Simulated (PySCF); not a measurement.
SMILES COC[SiH2]O[SiH3], singlet at its GFN2-xTB optimised geometry (Å):

```
16

C      3.2047    -1.9144     0.0000
O      1.8019    -1.9144     0.0000
C      1.2457    -0.6129     0.0000
Si    -0.6440    -0.8373     0.0028
O     -1.2856     0.6509    -0.0191
Si    -2.3857     1.8413    -0.0736
H      3.5216    -2.9558     0.0008
H      3.6024    -1.4116    -0.8915
H      3.6024    -1.4103     0.8907
H      1.5979    -0.0560     0.8811
H      1.5958    -0.0562    -0.8820
H     -1.0869    -1.4974     1.2297
H     -1.0847    -1.5419    -1.1998
H     -1.7631     2.9558     0.6363
H     -3.6024     1.3719     0.5864
H     -2.6220     2.1368    -1.4851
```

Computed with PySCF 2.14.0 with B3LYP/def2-TZVP.

Map of the electron localisation function on the plane z = 0.6 Å:

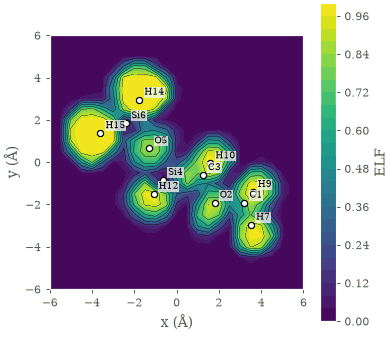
Figure: Electron localisation function on the plane z = 0.6 Å.
